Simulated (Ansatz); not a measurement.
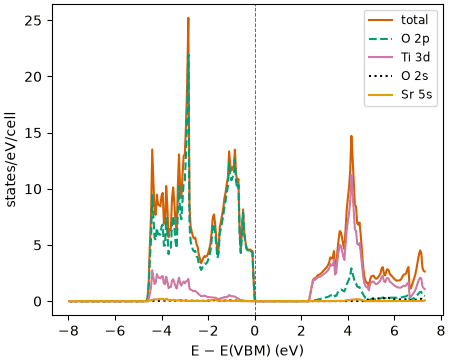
Total and projected density of states of SrTiO₃ in space group I4/mcm (No. 140; Sr on 4b, Ti on 4c, O on 8h, O on 4a), DFT-r²SCAN in the program Ansatz with PAW potentials

### Question
Which orbitals carry the states next to the gap?

### Answer
Top 1 eV of the valence band: O 2p 95 %. Bottom 1 eV of the conduction band: Ti 3d 89 %, O 2p 9 %. Projections are on Löwdin-orthogonalised atomic valence shells; empty p or d shells of many metals are not among them.

### Question
Where is the tallest occupied peak in this window, and what makes it?

### Answer
Near -2.8 eV, about 25 states/eV per cell; the largest projected share is O 2p.

The first step of the workflow began from a Materials Project structure, measured or hypothetical; the Crystallography Open Database files this formula in space group No. 140, but the cells were not matched. It is not the phase usual at ambient conditions (space group No. 221). The cell was relaxed with r²SCAN under the symmetry of its start; whether a distortion lowers the energy is not shown. No spin polarisation was allowed. Scalar-relativistic: spin–orbit coupling is off unless named, which matters more the heavier the elements.

Potentials: the later of the program's two PAW sets.
